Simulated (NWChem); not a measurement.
**CAM-B3LYP/MINI run of Si2H6 (disilane)**

Aim: the vertical ionisation energy of Si2H6 (disilane) at CAM-B3LYP/MINI, from 2 runs. 

The results are computed with NWChem 7.3.0.

## (1) Starting point

Si2H6 has 8 atoms, charge 0, and is taken as a singlet. SMILES: `[SiH3][SiH3]`. Geometry: relaxed at PBE0-D4/def2-TZVP.

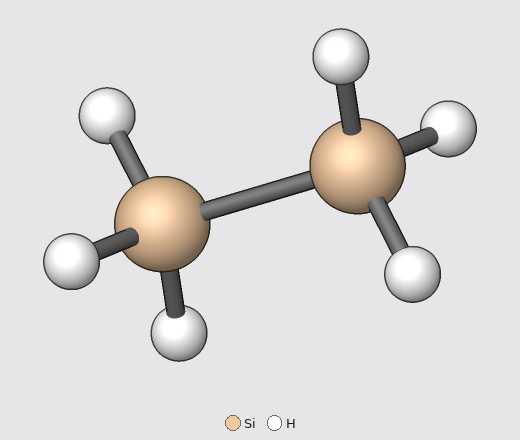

The structure, seen from a chosen angle (silicon light orange, hydrogen white).

## (2) The energy at CAM-B3LYP/MINI

Contents of geom.nw:

```
START geom
memory stack 880 mb heap 220 mb global 1100 mb

GEOMETRY noautosym nocenter noautoz
Si    -0.340500     0.490200    -1.004900
Si     0.363500    -0.504400     0.991000
H      0.833900     0.948200    -1.794900
H     -1.112900    -0.483900    -1.821900
H     -1.208000     1.664100    -0.717900
H      1.139000     0.468600     1.806300
H      1.228100    -1.680500     0.704000
H     -0.811000    -0.959200     1.782600
END

BASIS spherical bse
* library MINI
END

DFT
xc xcamb88 1.00 lyp 0.81 vwn_5 0.19 hfexch 1.00
cam 0.33 cam_alpha 0.19 cam_beta 0.46
grid fine
convergence energy 1e-08
direct
maxiter 100
mulliken
print low
END

TASK dft energy
```

Started as:

```sh
$ nwchem geom.nw > geom.out
```

Log:

```text
[...]
 d= 0,ls=0.0,diis     1   -579.2640727102 -6.70D+02  1.43D-02  6.14D-02     0.6
[...]
 d= 0,ls=0.0,diis     6   -579.2712889075 -1.25D-10  3.30D-07  4.05D-12     2.5
         Total DFT energy =     -579.271288907511
      One electron energy =     -977.619943670790
           Coulomb energy =      351.016541044624
    Exchange-Corr. energy =      -43.440974016236
 Nuclear repulsion energy =       90.773087734890
[...]
      Total Density - Mulliken Population Analysis
     ---------------------------------------------
    Atom       Charge   Shell Charges
 -----------   ------   -------------------------------------------------------
    1 Si  14    13.86   2.00  2.00  1.32  5.95  2.60
    2 Si  14    13.86   2.00  2.00  1.32  5.95  2.60
    3 H    1     1.05   1.05
    4 H    1     1.05   1.05
    5 H    1     1.05   1.05
    6 H    1     1.05   1.05
    7 H    1     1.05   1.05
    8 H    1     1.05   1.05
[...]
```

Run time: 3.3 s. Hardware: 1 thread of Intel Xeon Platinum 8488C (Sapphire Rapids), shared host; peak memory 0.12 GiB.

## (3) The doublet cation at the same level

Contents of struct.nw:

```
start struct
memory 2200 mb
charge 1
geometry units angstroms noautosym nocenter noautoz
 Si   -0.340500    0.490200   -1.004900
 Si    0.363500   -0.504400    0.991000
 H     0.833900    0.948200   -1.794900
 H    -1.112900   -0.483900   -1.821900
 H    -1.208000    1.664100   -0.717900
 H     1.139000    0.468600    1.806300
 H     1.228100   -1.680500    0.704000
 H    -0.811000   -0.959200    1.782600
end
basis spherical bse
 * library MINI
end
dft
 xc xcamb88 1.00 lyp 0.81 vwn_5 0.19 hfexch 1.00
 cam 0.33 cam_alpha 0.19 cam_beta 0.46
 mult 2
 grid fine
 convergence energy 1e-08
 direct
 iterations 100
 mulliken
 print low
end
task dft
```

Started as:

```sh
$ nwchem struct.nw > struct.out
```

Log:

```text
[...]
 d= 0,ls=0.0,diis     1   -578.7699172860 -6.70D+02  6.04D-03  5.59D-02     0.8
[...]
 d= 0,ls=0.0,diis     7   -578.7842752054 -4.78D-09  9.25D-07  3.15D-11     4.1
[...]
         Total DFT energy =     -578.784275205393
      One electron energy =     -968.425416672821
           Coulomb energy =      341.938963230118
    Exchange-Corr. energy =      -43.070909497581
 Nuclear repulsion energy =       90.773087734890
[...]
      Total Density - Mulliken Population Analysis
     ---------------------------------------------
    Atom       Charge   Shell Charges
 -----------   ------   -------------------------------------------------------
    1 Si  14    13.71   2.00  2.00  1.43  5.95  2.34
    2 Si  14    13.71   2.00  2.00  1.43  5.95  2.34
    3 H    1     0.93   0.93
    4 H    1     0.93   0.93
    5 H    1     0.93   0.93
    6 H    1     0.93   0.93
    7 H    1     0.93   0.93
    8 H    1     0.93   0.93
[...]
      <S2> =      0.7518 (Exact =     0.7500)
[...]
```

Run time: 4.8 s. Hardware: 1 thread of Intel Xeon Platinum 8488C (Sapphire Rapids), shared host; peak memory 0.12 GiB.

## (4) What came out

At CAM-B3LYP/MINI:

| quantity | value |
| --- | --- |
| singlet Si2H6: total energy | -579.27129 Eh |
| doublet cation: total energy | -578.78428 Eh |
| doublet cation: ⟨S²⟩ | 0.752 |
| vertical ionisation energy (to the doublet cation) | 13.252 eV |

Removing an electron at fixed nuclei costs 13.25 eV (1279 kJ/mol). In a minimal basis such a difference can be off by several eV, whatever the method. Mulliken charges (singlet Si2H6) run from -0.05 on H3 to +0.14 on Si1; they depend strongly on the basis.
